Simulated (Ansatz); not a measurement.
Formation energy of the bound charge states of Ni on the Al site + N vacancy in wurtzite AlN (start: the Al site; N 1.91 Å away, along c; 96-site cell, 2×2×2 shifted sampling) against the Fermi level, Al-rich (Δμ(Al) = 0.00 eV, Δμ(N) = -2.74 eV, Δμ(Ni) = -1.62 eV, bounded by Al3Ni (Pnma); only phases computed here count, gases as isolated molecules at 0 K). The numbers are results of PBE, PAW (plane waves to 420 eV; Ansatz, a quantum-chemistry and plane-wave program), not measurements.

Details: 96-site cell; 2×2×2 shifted k-points; host gap 4.03 eV; charged states image-corrected; no Hubbard U; not converged in cell size; flagged in the runs: a host whose relaxation on this sampling wasn't shown to rest.

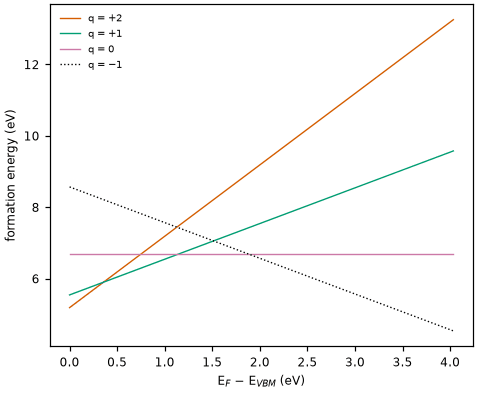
Figure: Formation energy of each charge state against the Fermi level

Crossings of the lowest lines: (+2/+1) at 0.36 eV; (+1/0) at 1.14 eV; (0/−1) at 1.89 eV. At the valence-band maximum: q = +2: 5.19 eV; q = +1: 5.54 eV; q = 0: 6.68 eV; q = −1: 8.57 eV.
